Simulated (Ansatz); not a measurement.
# What a change does: single-point calculation on CH6S2Sn

System: CH6S2Sn.
Method of run A: RKS wB97M-V/def2-SVP (Ansatz 0.2.0).

The geometry comes from this level: PBE0-D4/def2-TZVP. Text and figures count atoms from 1; the logs count them from 0 in places.

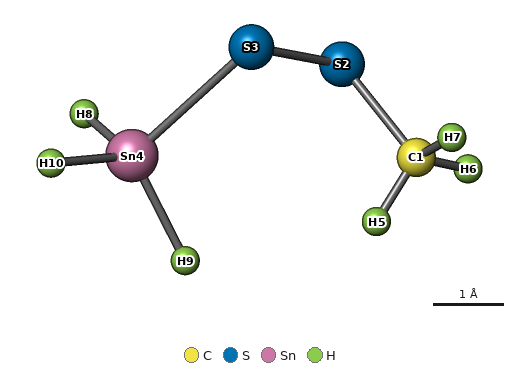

Figure 1. The input geometry (ball-and-stick view, seen on its broad side; atoms are numbered from 1 in the order of the input). Sticks mark near contacts.

The input, run A:
```yaml
crystal:
  periodic: [false, false, false]
  atoms:
    - {symbol: C, position_ang: [0.298226, 1.971599, 0.272917]}
    - {symbol: S, position_ang: [-0.245603, 0.762627, 1.491109]}
    - {symbol: S, position_ang: [1.025378, -0.813694, 1.139209]}
    - {symbol: Sn, position_ang: [-0.325529, -1.982559, -0.489180]}
    - {symbol: H, position_ang: [0.149948, 1.599943, -0.741214]}
    - {symbol: H, position_ang: [-0.324288, 2.856485, 0.426111]}
    - {symbol: H, position_ang: [1.344040, 2.233031, 0.430231]}
    - {symbol: H, position_ang: [-1.744503, -2.515468, 0.286538]}
    - {symbol: H, position_ang: [-0.693676, -0.872932, -1.731410]}
    - {symbol: H, position_ang: [0.599108, -3.290332, -1.081310]}
basis:
  gaussian: {orbitals: def2-SVP}
hamiltonian: {xc: {name: wB97M-V}}
output: {orbitals: {seedname: orbitals}}
```

Hardware: 4 threads of Intel Xeon @ 2.50GHz, 15 GiB of memory available, shared host.

Output (run A):
```
Functional definition: wB97M-V
  parameter omega = 0.3/bohr
  parameter cx = 0.15
  parameter cx01 = 1.007
  parameter cx10 = 0.259
  parameter css00 = 0.443
  parameter css04 = -1.437
  parameter css10 = -4.535
  parameter css20 = -3.390
  parameter css43 = 4.278
  parameter cos00 = 1.000
  parameter cos10 = 1.358
  parameter cos20 = 2.924
  parameter cos21 = -8.812
  parameter cos60 = -1.390
  parameter cos61 = 9.142
  parameter b = 6.0
  parameter c = 0.01
  gx(w, u) = 1 - cx + cx01*u + cx10*w
  gss(w, u) = css00 + css04*u^4 + css10*w + css20*w^2 + css43*w^4*u^3
  gos(w, u) = cos00 + cos10*w + (cos20 + cos21*u)*w^2 + (cos60 + cos61*u)*w^6
  exchange = spin_sum(e_x_unif_sr(omega)*gx(b97_w, b97_u_x)) + cx*exact_x_sr(omega) + exact_x_lr(omega)
  correlation = spin_sum(e_c_pw_mod_same_spin*gss(b97_w, b97_u_same))
      + integral(e_c_pw_mod_opposite_spin*gos(b97_w_opposite, b97_u_opposite)) + vv10(b, c)
1115 factors; integrals over basis functions are off by at most 1.2e-3 eV
334 factors; integrals over basis functions are off by at most 5.8e-6 eV
mean field evaluation 1: about -28624.1873 eV, gradient 2.4e1 eV
mean field evaluation 2: about -28625.0336 eV, gradient 1.7e1 eV
mean field evaluation 4: about -28625.7344 eV, gradient 6.0e-1 eV
mean field evaluation 8: about -28625.8047 eV, gradient 5.5e-2 eV
mean field evaluation 16: about -28625.8047 eV, gradient 6.6e-5 eV
mean field -28625.80474190 eV, -1051.9789209974 hartree, gradient 6.6e-5 eV, S^2 0.000000; 0 other end points of the search recorded, 0 dependent functions left out
reference -28625.80479128 eV, -1051.9789228122 hartree; 33, 33 occupied and 73, 73 virtual orbitals, 1115 factors
Total energy: -28625.80479128 eV, -1051.9789228122 hartree
```

For run B the input was changed thus:
```diff
-  gaussian: {orbitals: def2-SVP}
+  gaussian: {orbitals: "def2-QZVPP.json"}
```

What does this change do to the results?

The total energy of run B is 231.2 kcal/mol lower, which measures the change of basis and not a stability. The HOMO goes from −8.54 to −8.65 eV. The LUMO goes from 1.33 to 0.67 eV. The basis functions go from 106 to 459. On the same kind of shared host run B took about 3.9 times as long.

Output (run B):
```
Functional definition: wB97M-V
  parameter omega = 0.3/bohr
  parameter cx = 0.15
  parameter cx01 = 1.007
  parameter cx10 = 0.259
  parameter css00 = 0.443
  parameter css04 = -1.437
  parameter css10 = -4.535
  parameter css20 = -3.390
  parameter css43 = 4.278
  parameter cos00 = 1.000
  parameter cos10 = 1.358
  parameter cos20 = 2.924
  parameter cos21 = -8.812
  parameter cos60 = -1.390
  parameter cos61 = 9.142
  parameter b = 6.0
  parameter c = 0.01
  gx(w, u) = 1 - cx + cx01*u + cx10*w
  gss(w, u) = css00 + css04*u^4 + css10*w + css20*w^2 + css43*w^4*u^3
  gos(w, u) = cos00 + cos10*w + (cos20 + cos21*u)*w^2 + (cos60 + cos61*u)*w^6
  exchange = spin_sum(e_x_unif_sr(omega)*gx(b97_w, b97_u_x)) + cx*exact_x_sr(omega) + exact_x_lr(omega)
  correlation = spin_sum(e_c_pw_mod_same_spin*gss(b97_w, b97_u_same))
      + integral(e_c_pw_mod_opposite_spin*gos(b97_w_opposite, b97_u_opposite)) + vv10(b, c)
1691 factors; their error is unknown
378 factors; integrals over basis functions are off by at most 1.0e-5 eV
mean field evaluation 1: about -28633.2846 eV, gradient 3.3e1 eV
mean field evaluation 2: about -28634.3715 eV, gradient 2.5e1 eV
mean field evaluation 4: about -28635.7791 eV, gradient 1.0e0 eV
mean field evaluation 8: about -28635.8317 eV, gradient 2.7e-1 eV
mean field evaluation 16: about -28635.8318 eV, gradient 9.2e-5 eV
mean field -28635.83177360 eV, -1052.3474076158 hartree, gradient 3.0e-5 eV, S^2 0.000000; 0 other end points of the search recorded, 0 dependent functions left out
reference -28635.83184313 eV, -1052.3474101710 hartree; 33, 33 occupied and 426, 426 virtual orbitals, 1691 factors
Total energy: -28635.83184313 eV, -1052.3474101710 hartree
```

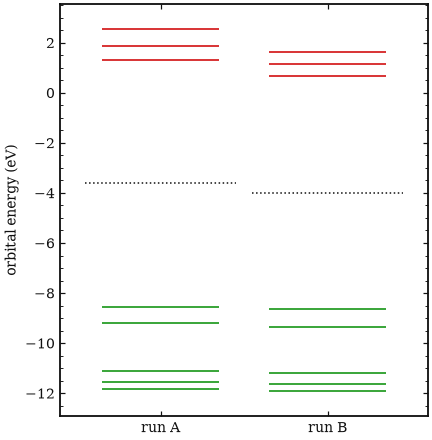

Figure 2. The five highest filled and three lowest empty orbital energies of the two runs; the dotted lines part filled from empty levels. The HOMO–LUMO gap is 9.87 eV in run A and 9.32 eV in run B.

The two runs side by side:

```csv
quantity,run A,run B
outcome,converged,converged
total energy (hartree),−1051.978923,−1052.347410
HOMO (eV),−8.54,−8.65
LUMO (eV),1.33,0.67
basis functions,106,459
wall time (shared host),5 s,20 s
```
